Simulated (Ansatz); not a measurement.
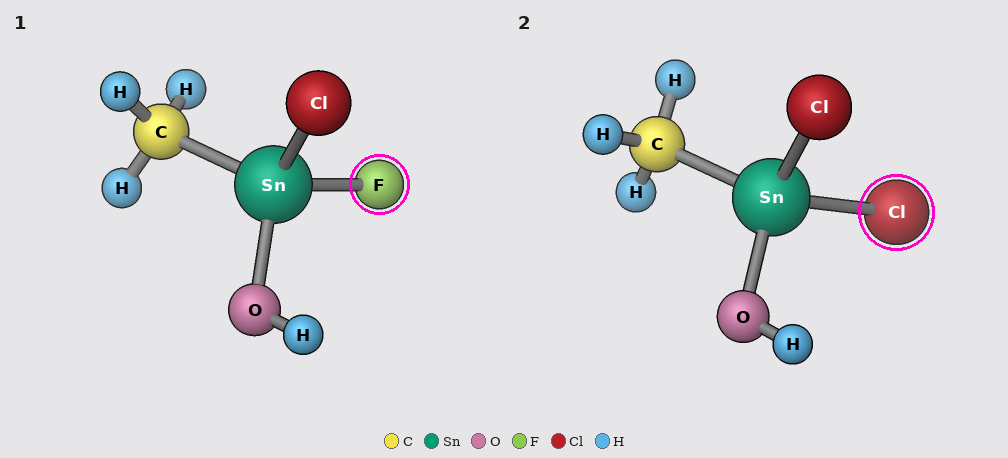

2 molecules with one skeleton, seen from the same side and at one scale; the atom that differs is circled. Each species is neutral and a spin singlet. Computed geometries: PBE0-D4/def2-TZVP optimisations, one conformation each. Properties computed with Ansatz 0.2.0. Elements past Kr carry core potentials.

One atom differs, called X below: F in panel 1, Cl in panel 2. Their formulas are CH4ClFOSn (`[CH3][Sn@@]([OH])([F])[Cl]`), CH4Cl2OSn (`[CH3][Sn]([OH])([Cl])[Cl]`).

### In which is the dipole moment larger (r2SCAN-D4/def2-TZVPP)?

In panel 1 (X = F).

### In which is the length of X–Sn larger (PBE0-D4/def2-TZVP)?

In panel 2 (X = Cl).

Give the values. With PBE0-D4/def2-TZVP: length of X–Sn (Å), angle C–Sn–X (°). With r2SCAN-D4/def2-TZVPP: dipole moment (D), HOMO energy (Kohn–Sham orbital) (eV), HOMO–LUMO gap (eV).

| quantity | 1 (F) | 2 (Cl) | 2 − 1 |
| --- | --- | --- | --- |
| length of X–Sn (Å) | 1.914 | 2.320 | +0.406 |
| angle C–Sn–X (°) | 110.8 | 113.0 | +2.2 |
| dipole moment (D) | 2.58 | 2.19 | −0.39 |
| HOMO energy (Kohn–Sham orbital) (eV) | −7.93 | −7.81 | +0.12 |
| HOMO–LUMO gap (eV) | 5.78 | 5.55 | −0.23 |
